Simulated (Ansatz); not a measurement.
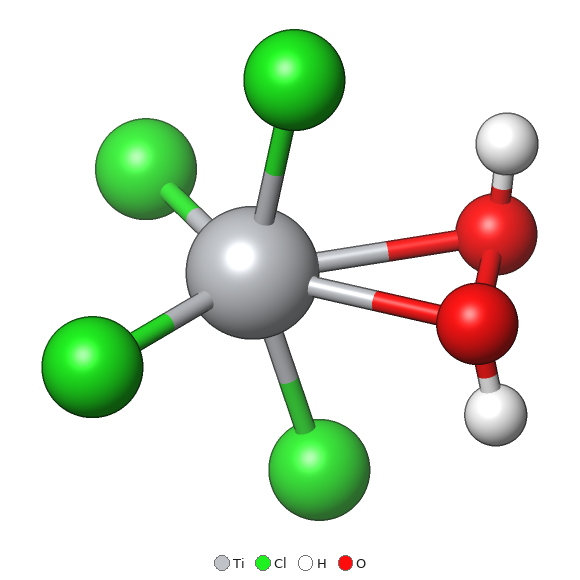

Charge 0, singlet. The geometry was computed by an optimisation with PBE0-D4/def2-TZVP.

> Count the atoms of each element.

Cl₄H₂O₂Ti, 9 atoms: 4 chlorine, 2 hydrogen, 2 oxygen and 1 titanium.

> How many bonds of each kind are drawn?

4 Cl–Ti, 2 O–Ti, 2 O–H, 1 O–O. Sticks follow a distance rule.

The parts below concern this one geometry. Atoms keep their numbers from picture to picture.

**Vibrations**

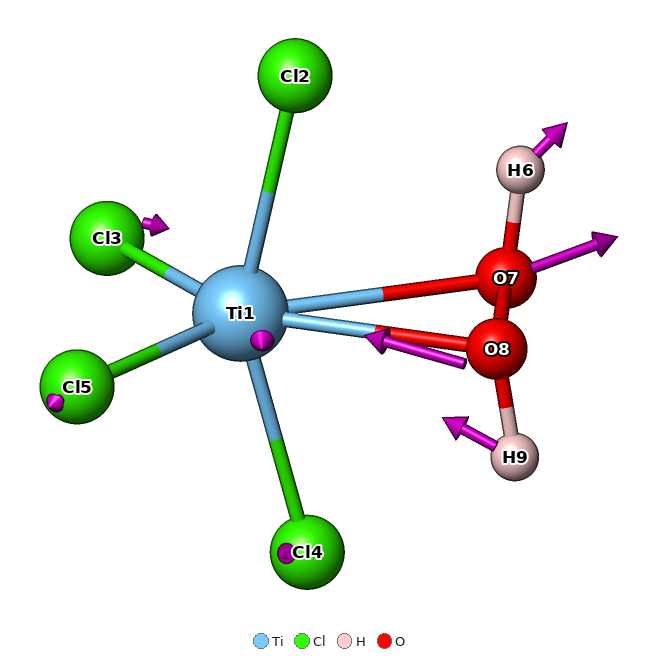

The arrows show one normal mode. Harmonic vibrations computed with RKS PBE0-D4/def2-TZVP (Ansatz 0.2.0) at a stationary point of the same level.

> At what wavenumber does it lie?

96 cm⁻¹; it is mode 2 of 21 counted from the lowest.

**Dipole moment**

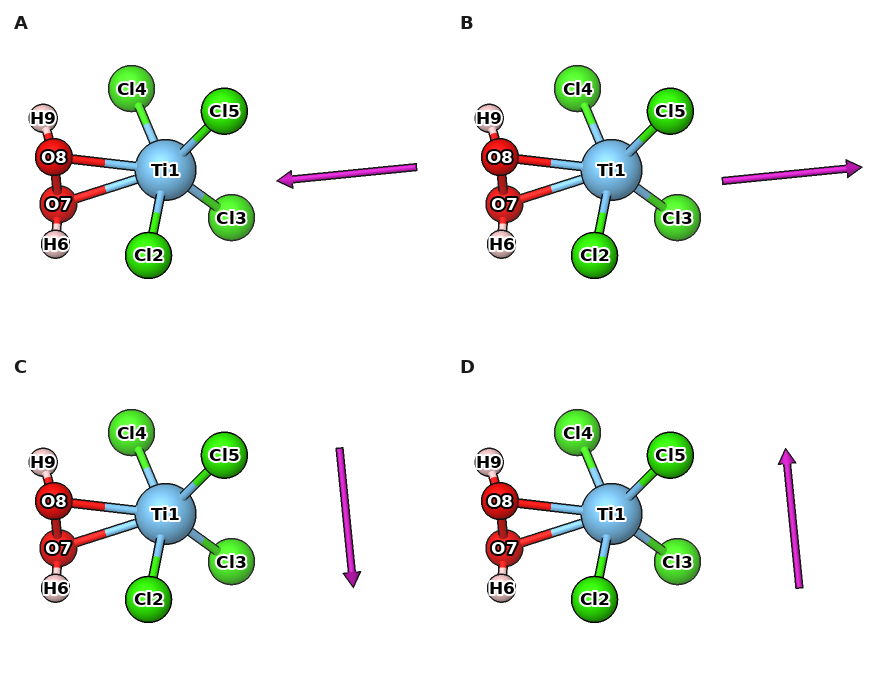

The same molecule four times, each with an arrow. Level of theory: RKS PBE0-D4/def2-TZVP (Ansatz 0.2.0).

> Which arrow points along the dipole moment, from the negative to the positive end?

A. The dipole moment is 3.23 D; it points from the side of Cl3, Cl5 to the side of H6, O7, O8, H9 (the outermost atoms at the two ends).

**Charges**

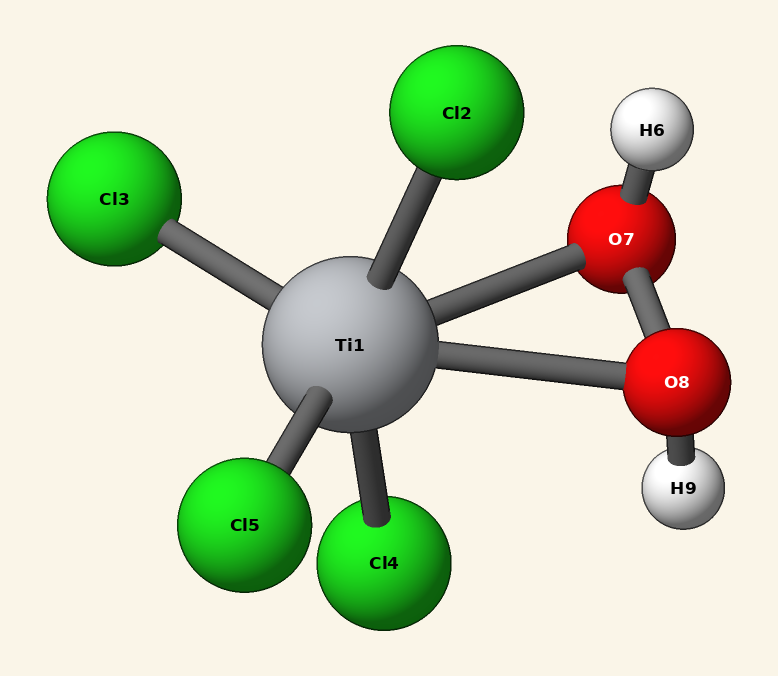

The questions are on Mulliken charges. Properties computed with RKS PBE0-D4/def2-TZVP (Ansatz 0.2.0).

> Which atom carries the highest charge (most positive or least negative)?

Ti1 (0.89 e).

> And the lowest?

Cl2, Cl4 (−0.33 e).

List the Mulliken charges.

```tsv
atom	value (e)
Ti1	0.89
Cl2	−0.33
Cl3	−0.25
Cl4	−0.33
Cl5	−0.25
H6	0.37
O7	−0.24
O8	−0.24
H9	0.37
```

Mulliken values depend strongly on the basis set and can even reverse the polarity of a bond.
